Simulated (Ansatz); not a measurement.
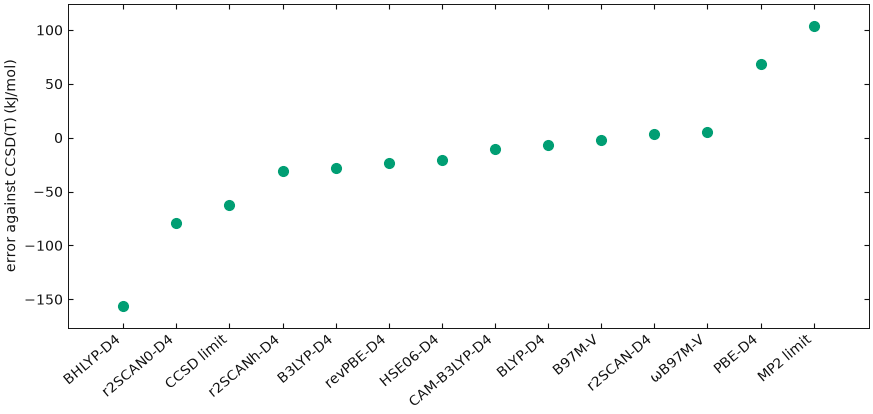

Error in the electronic atomisation energy (method less reference, so positive means overbinding) of CH₃ClO₂Si, SMILES O=C[Si@H](O)Cl: functionals in def2-TZVPP against frozen-core CCSD(T) at the limit (MP2 extrapolated from triple and quadruple zeta, plus CCSD(T) less MP2 in a smaller set), which gives 3098.0 kJ/mol, at a PBE0-D4/def2-TZVP geometry (a minimum by its frequencies), no zero-point or spin-orbit term, the Ansatz code. The reference leaves out core correlation, a term that grows with the number of heavy atoms. Limit means the basis limit.

> What range do the values span?

From −155.9 kJ/mol (BHLYP-D4) to 103.5 kJ/mol (MP2 limit).

> Give the values.

```csv
level,kJ/mol
BHLYP-D4,−155.9
r2SCAN0-D4,−79.6
CCSD limit,−62.4
r2SCANh-D4,−30.7
B3LYP-D4,−28.3
revPBE-D4,−23.1
HSE06-D4,−20.4
CAM-B3LYP-D4,−10.6
BLYP-D4,−6.5
B97M-V,−2.3
r2SCAN-D4,3.3
ωB97M-V,5.6
PBE-D4,68.5
MP2 limit,103.5
```

Caveats, for all or some of the runs: one conformer of a flexible molecule.
